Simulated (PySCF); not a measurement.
# One shape, several levels: C3H7PSi (SMILES C[SiH](C)C#P)

Wanted: a comparison of 4 runs (HF/STO-3G, PBE0/def2-SVP, wB97X/pcseg-1, MP2/def2-SVP) of C3H7PSi. The job is set up through a Python script.

Program for the calculation: PySCF 2.14.0.

**1. The molecule**

The species is C3H7PSi (12 atoms), meant as a singlet with charge 0. SMILES: `C[SiH](C)C#P`. The shape is that of a GFN2-xTB optimisation.

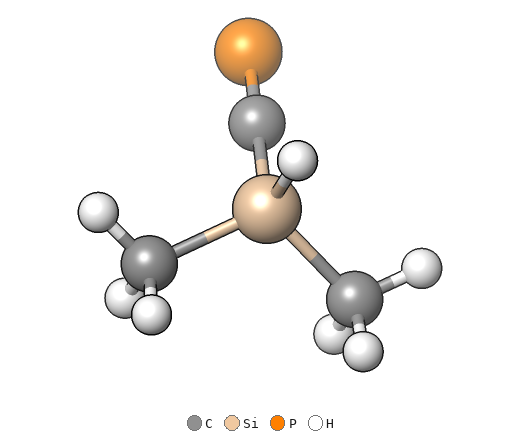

The structure, seen from a chosen angle (carbon grey, silicon light orange, phosphorus orange, hydrogen white).

**2. Energy and gradient at HF/STO-3G (run 1)**

Contents of calc.py:

```python
# C[SiH](C)C#P
from pyscf import gto

mol = gto.Mole()
mol.atom = '''
C     -1.598140    -0.450390    -0.280980
Si    -0.018530     0.211060     0.544670
C      1.503460    -0.752520    -0.062830
C      0.190940     1.987420     0.061860
P      0.371580     3.478890    -0.363210
H     -2.469920     0.111520     0.040130
H     -1.766170    -1.493100    -0.027210
H     -1.541960    -0.379060    -1.363570
H     -0.128960     0.140810     2.011810
H      1.614010    -0.683790    -1.141410
H      1.430190    -1.805110     0.195220
H      2.413500    -0.365720     0.385540
'''
mol.verbose = 4
mol.max_memory = 1860
mol.spin = 0
mol.charge = 0
mol.basis = 'sto-3g'
mol.build()

calc0 = mol.RHF()
calc0.conv_tol = 1e-10
calc0.kernel()
if not calc0.converged:
    calc0 = calc0.newton().run(calc0.mo_coeff, calc0.mo_occ)

e_final = calc0.e_tot
print('Final energy', e_final)
grad = calc0.nuc_grad_method().kernel()
dip = calc0.dip_moment()
pop, q = calc0.mulliken_pop()
```

Launch:

```console
$ OMP_NUM_THREADS=1 python calc.py
```

The log of the run:

```text
PySCF version 2.14.0

[... 70 lines left out ...]
converged SCF energy = -738.779369699824
Final energy -738.779369699824
[... 11 lines left out ...]
Dipole moment(X, Y, Z, Debye): -0.06506, -0.55062,  0.13953
[... 53 lines left out ...]
charge of   11H =      0.05265
```

Run time: 8.8 s. Hardware: 1 thread of Intel Xeon at 2.50GHz (Skylake/Cascade Lake), shared host; peak memory 0.12 GiB.

**3. Energy and gradient at PBE0/def2-SVP (run 2)**

Contents of job.py:

```python
from pyscf import gto, dft

mol = gto.M(
    atom='''
C     -3.020047    -0.851114    -0.530975
Si    -0.035017     0.398846     1.029277
C      2.841128    -1.422057    -0.118731
C      0.360824     3.755679     0.116898
P      0.702184     6.574149    -0.686367
H     -4.667472     0.210742     0.075835
H     -3.337578    -2.821550    -0.051419
H     -2.913882    -0.716320    -2.576774
H     -0.243699     0.266092     3.801770
H      3.050037    -1.292176    -2.156952
H      2.702667    -3.411164     0.368912
H      4.560854    -0.691111     0.728565
''',
    max_memory=1860,
    unit='bohr',
    charge=0,
    verbose=4,
    spin=0,
    basis='def2-svp',
)

mf = dft.RKS(mol)
mf.xc = 'pbe0'
mf.grids.level = 5
mf.conv_tol = 1e-10
mf.kernel()
if not mf.converged:
    mf = mf.newton().run(mf.mo_coeff, mf.mo_occ)

energy = mf.e_tot
print('Final energy', energy)
grad = mf.nuc_grad_method().kernel()
dip = mf.dip_moment()
pop, q = mf.mulliken_pop()
```

Launch:

```console
$ OMP_NUM_THREADS=1 python job.py
```

The log of the run:

```text
PySCF version 2.14.0

[... 79 lines left out ...]
converged SCF energy = -748.66945341768
Final energy -748.6694534176797
[... 12 lines left out ...]
Dipole moment(X, Y, Z, Debye): -0.09040, -1.11523, -0.27223
[... 126 lines left out ...]
charge of   11H =      0.07731
```

Run time: 2.5 min. Hardware: 1 thread of Intel Xeon at 2.50GHz (Skylake/Cascade Lake), shared host; peak memory 1.2 GiB.

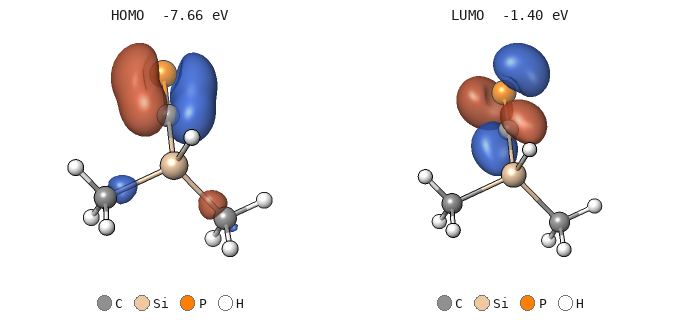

Frontier orbitals of this run, surfaces at ±0.2 Å^-3/2.

**4. Energy and forces at wB97X/pcseg-1 (run 3)**

Contents of run.py:

```python
import pyscf.grad
from pyscf import gto, dft

molecule = gto.M(
    atom='''
C     -1.598140    -0.450390    -0.280980
Si    -0.018530     0.211060     0.544670
C      1.503460    -0.752520    -0.062830
C      0.190940     1.987420     0.061860
P      0.371580     3.478890    -0.363210
H     -2.469920     0.111520     0.040130
H     -1.766170    -1.493100    -0.027210
H     -1.541960    -0.379060    -1.363570
H     -0.128960     0.140810     2.011810
H      1.614010    -0.683790    -1.141410
H      1.430190    -1.805110     0.195220
H      2.413500    -0.365720     0.385540
''',
    max_memory=1860,
    verbose=4,
    basis='pcseg-1',
)

mf = dft.RKS(molecule)
mf.xc = 'wb97x'
mf.grids.level = 5
mf.conv_tol = 1e-10
mf.kernel()
if not mf.converged:
    mf = mf.newton().run(mf.mo_coeff, mf.mo_occ)

energy = mf.e_tot
print('E = %.10f Eh' % energy)
grad = mf.Gradients().kernel()
dip = mf.dip_moment()
pop, q = mf.mulliken_pop()
```

Launch:

```console
$ OMP_NUM_THREADS=1 python run.py
```

The log of the run:

```text
PySCF version 2.14.0

[... 81 lines left out ...]
converged SCF energy = -749.259115994909
[... 13 lines left out ...]
Dipole moment(X, Y, Z, Debye): -0.08455, -1.02212, -0.22278
[... 126 lines left out ...]
charge of   11H =      0.12290
```

Wall time 5.6 min (1 thread of Intel Xeon at 2.50GHz (Skylake/Cascade Lake), shared host); peak memory 1.2 GiB.

**5. Energy and gradient at MP2/def2-SVP (run 4)**

Contents of job.py:

```python
import pyscf.grad
from pyscf import gto, mp

mol = gto.M(
    atom='''
C       -1.598140      -0.450390      -0.280980
Si      -0.018530       0.211060       0.544670
C        1.503460      -0.752520      -0.062830
C        0.190940       1.987420       0.061860
P        0.371580       3.478890      -0.363210
H       -2.469920       0.111520       0.040130
H       -1.766170      -1.493100      -0.027210
H       -1.541960      -0.379060      -1.363570
H       -0.128960       0.140810       2.011810
H        1.614010      -0.683790      -1.141410
H        1.430190      -1.805110       0.195220
H        2.413500      -0.365720       0.385540
''',
    charge=0,
    verbose=4,
    max_memory=1860,
    basis='def2-svp',
    spin=0,
)

calc0 = mol.RHF()
calc0.conv_tol = 1e-10
calc0.kernel()
if not calc0.converged:
    calc0 = calc0.newton().run(calc0.mo_coeff, calc0.mo_occ)

pt = mp.MP2(calc0, frozen=13).run()
e_final = pt.e_tot
print('E = %.10f Eh' % e_final)
grad = pt.Gradients().kernel()
calc0.analyze()
```

Launch:

```console
$ OMP_NUM_THREADS=1 python job.py
```

The log of the run:

```text
PySCF version 2.14.0

[... 99 lines left out ...]
MO #1   energy= -79.9150309687985  occ= 2
[... 13 lines left out ...]
MO #15  energy= -0.930333856511391 occ= 2
[... 13 lines left out ...]
MO #29  energy= 0.0770114643641913 occ= 0
[... 13 lines left out ...]
MO #43  energy= 0.503747502664742  occ= 0
[... 13 lines left out ...]
MO #57  energy= 0.807758556573732  occ= 0
[... 13 lines left out ...]
MO #71  energy= 1.09596398960275   occ= 0
[... 13 lines left out ...]
MO #85  energy= 1.88794082692266   occ= 0
[... 13 lines left out ...]
MO #99  energy= 2.35751980038463   occ= 0
[... 13 lines left out ...]
MO #113 energy= 3.32149264826558   occ= 0
[... 128 lines left out ...]
Dipole moment(X, Y, Z, Debye): -0.06258, -0.81456, -0.24590
```

It took 1.7 min on 1 thread of Intel Xeon at 2.50GHz (Skylake/Cascade Lake), shared host; peak memory 1 GiB.

**6. The series**

| run | level | integration grid | frozen core orbitals | energy (Eh) | dipole moment (D) of the reference | HOMO energy (eV) | LUMO energy (eV) | wall time |
| --- | --- | --- | --- | --- | --- | --- | --- | --- |
| 1 | HF/STO-3G | – | – | -738.779370 | 0.57 | -6.51 | 7.87 | 8.8 s |
| 2 | PBE0/def2-SVP | 5 | – | -748.669453 | 1.15 | -7.66 | -1.40 | 2.5 min |
| 3 | wB97X/pcseg-1 | 5 | – | -749.259116 | 1.05 | -10.01 | 0.53 | 5.6 min |
| 4 | MP2/def2-SVP | – | 13 | -747.677129 | 0.85 | -9.97 | 2.09 | 1.7 min |

**7. Summary of results**

| quantity | value |
| --- | --- |
| run 4: total energy | -747.67713 Eh |
| run 4: dipole moment (Hartree–Fock density) | 0.85 D |
| run 4: HOMO energy (Hartree–Fock orbitals) | -9.97 eV |
| run 4: LUMO energy (Hartree–Fock orbitals) | 2.09 eV |
| run 4: HOMO–LUMO gap (Hartree–Fock orbitals) | 12.06 eV |
| run 4: correlation energy (13 core orbitals frozen) | -630.9 mEh |
| run 4: largest force on an atom | 0.886 eV/Å |

What this shows: Over runs 1, 2, 3 the dipole moment (its size) runs from 0.57 D (HF/STO-3G) to 1.15 D (PBE0/def2-SVP). The two ends differ in method and basis. Over runs 1, 2, 3 the HOMO–LUMO gap runs from 6.26 eV (PBE0/def2-SVP) to 14.38 eV (HF/STO-3G). Totals of different functionals can't be ranked against each other. In run 1 the basis is minimal, so the values are rough. All runs together took 10 min, the longest 5.6 min.
